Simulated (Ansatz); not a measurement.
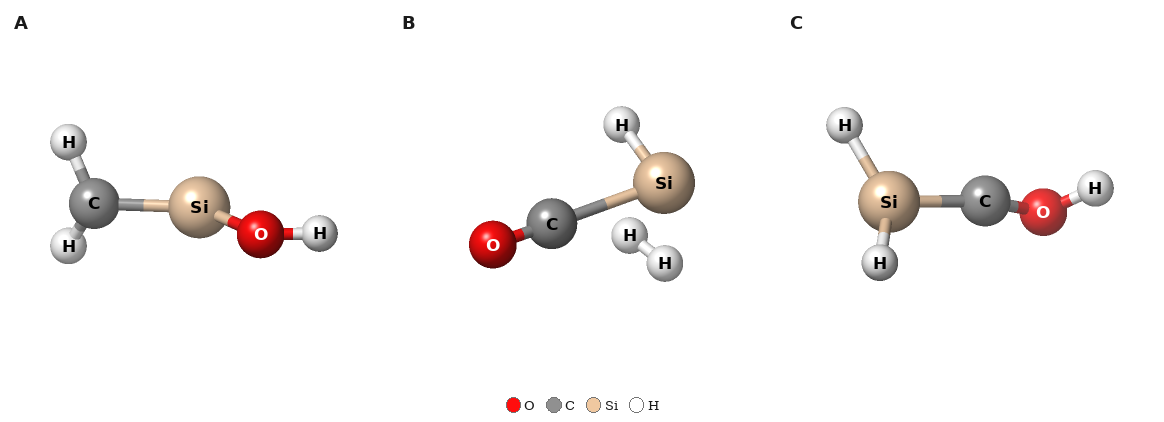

3 stationary structures of one formula. Charge +1, singlet. Geometries: PBE0-D4/def2-TZVP. Electronic energies: PBE0-D4/def2-TZVPP (Ansatz 0.2.0), without zero-point energy. No frequency run is at hand to confirm each as a minimum.

**Which is lowest in energy, and by how much?**

A is lowest (Cs); B lies 0.878 eV above it (C1), C lies 1.543 eV above it (Cs).
